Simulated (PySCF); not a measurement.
# C₃H₈O₂Si: electronic excitations and core binding energies

Aim: predict the electronic excitations and core binding energies of C₃H₈O₂Si (`COC[SiH2]C=O`).

The runs use PySCF 2.14.0, with density-fitted response routines of our own; the level of theory stands in each step. All values are computed, except where a source is named. Atoms are numbered from 0 throughout.

## Step 1: The molecule as given

14 atoms, charge 0, multiplicity 1; geometry from: GFN2-xTB.

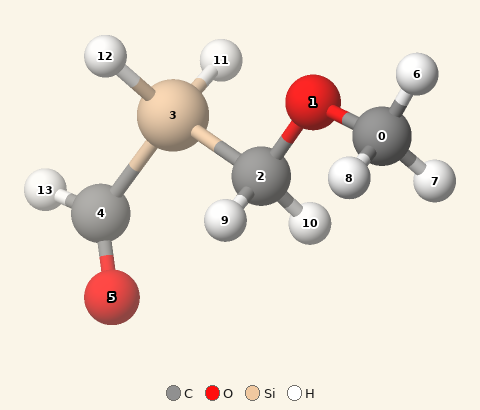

The starting geometry (carbon grey, oxygen red, silicon light orange, hydrogen white), atoms numbered.

## Step 2: TDDFT and polarisability: B3LYP/def2-SVPD

Job settings and geometry (Å):

```
{"job": {"kind": "uv", "xc": "B3LYP", "basis": "def2-SVPD", "nstates": 8, "ntriplets": 3}, "charge": 0, "multiplicity": 1}
C     -2.526717     0.189829     0.546208
O     -1.229989    -0.302100     0.766419
C     -0.281665     0.193196    -0.161092
Si     1.384653    -0.589052     0.313611
C      2.707863     0.059486    -0.927815
O      2.475364     0.823627    -1.829554
H     -3.165239    -0.252837     1.308536
H     -2.893472    -0.091818    -0.449094
H     -2.556163     1.283545     0.632805
H     -0.247249     1.291993    -0.117035
H     -0.581542    -0.069492    -1.186621
H      1.353241    -2.047402     0.190718
H      1.811380    -0.184247     1.654144
H      3.748854    -0.305201    -0.788284
```

Level: TDDFT B3LYP/def2-SVPD, vertical, gas phase, core orbitals frozen in the response.

Started as:

```sh
$ OMP_NUM_THREADS=1 python probes_run.py task.json out
```

The driver reads the jobs from task.json and runs them one after another.

**Question.** This job is followed by: delta-SCF UKS SCAN, pcX-2 on the ionised atom, pcseg-1 elsewhere, spin-free X2C. Predict these results of the whole session: lowest singlet (B3LYP/def2-SVPD); brightest single state of those computed; lowest triplet; C1s binding energies, SCAN/pcX-2 (standing for 2 of 3 atoms); O1s binding energies, SCAN/pcX-2 (standing for 1 of 2 atoms); Si1s binding energies, SCAN/pcX-2; Si2p binding energies, SCAN/pcX-2.

As calculated:

| quantity | value |
| --- | --- |
| lowest singlet (B3LYP/def2-SVPD) | 3.24 eV (383 nm), f = 0.000 |
| brightest single state of those computed | state 5, 6.09 eV, f = 0.044 |
| lowest triplet | 2.56 eV |
| C1s binding energies, SCAN/pcX-2 (standing for 2 of 3 atoms) | C0 292.15, C2 291.65 eV |
| O1s binding energies, SCAN/pcX-2 (standing for 1 of 2 atoms) | O1 538.43 eV |
| Si1s binding energies, SCAN/pcX-2 | Si3 1846.48 eV |
| Si2p binding energies, SCAN/pcX-2 | Si3 107.01 eV |

**Reading.** The lowest singlet, at 3.24 eV, is HOMO→LUMO 0.99 and is dark; of the 8 states computed, the strongest absorption comes from state 5 at 6.09 eV. The lowest triplet lies 0.68 eV below the lowest singlet (triplets in Tamm-Dancoff, singlets in full TDDFT). The C1s levels kept as sound span 0.50 eV, from C2 (sp3 CH2 bonded to O and Si) up to C0 (methyl carbon bonded to O). Only 2 of the 3 C atoms are covered by sound results.
